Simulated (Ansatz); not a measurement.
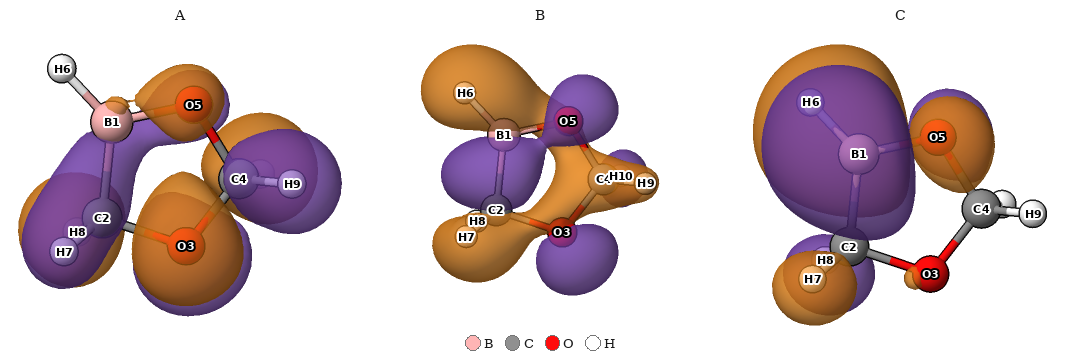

Figure 1: C$_{2}$H$_{5}$BO$_{2}$ (SMILES B1COCO1). Three frontier orbitals at ±0.08 Å⁻³ᐟ² (orange and purple are the two phases), in no order.

Geometry: PBE0-D4/def2-TZVP.

Level of theory: RKS PBE0-D4/def2-TZVPP (Ansatz 0.2.0).

The calculation's input:

```
crystal:
  periodic: [false, false, false]
  atoms:
    - {symbol: B, position_ang: [-1.068793, 0.155606, 0.498013]}
    - {symbol: C, position_ang: [-0.198385, -1.095677, 0.116125]}
    - {symbol: O, position_ang: [1.081921, -0.499998, -0.121320]}
    - {symbol: C, position_ang: [0.894215, 0.855162, -0.375969]}
    - {symbol: O, position_ang: [-0.340639, 1.255268, 0.210364]}
    - {symbol: H, position_ang: [-2.168935, 0.250290, 0.944456]}
    - {symbol: H, position_ang: [-0.088342, -1.852715, 0.896479]}
    - {symbol: H, position_ang: [-0.570042, -1.609552, -0.784887]}
    - {symbol: H, position_ang: [1.711260, 1.424409, 0.073221]}
    - {symbol: H, position_ang: [0.830940, 1.066007, -1.453382]}
basis:
  gaussian: {orbitals: def2-TZVPP}
hamiltonian: {xc: pbe0, dispersion: d4}
output: {orbitals: {seedname: orbitals}}
```

Launched as:

```sh
ansatz run in.yaml --threads 2 --pin off --events-out ev --progress --plain --max-ram 4352MiB
```

> Which picture is the HOMO−1, the HOMO and the LUMO?

B is the HOMO−1 (−8.93 eV). Its weight (Hirshfeld) is mainly on C2 (about 25 %), B1 (about 20 %), O3 (about 20 %), O5 (about 10 %) and H6 (about 10 %). A is the HOMO (−7.63 eV). Its weight (Hirshfeld) is mainly on O3 (about 50 %), C4 (about 10 %), C2 (about 10 %), H10 (about 10 %) and H8 (about 5 %). C is the LUMO (−0.24 eV). By Hirshfeld shares it lies mainly on B1 (about 55 %), O5 (about 15 %), H6 (about 10 %) and C2 (about 10 %).

> What is the HOMO–LUMO gap?

7.39 eV between the orbital energies.
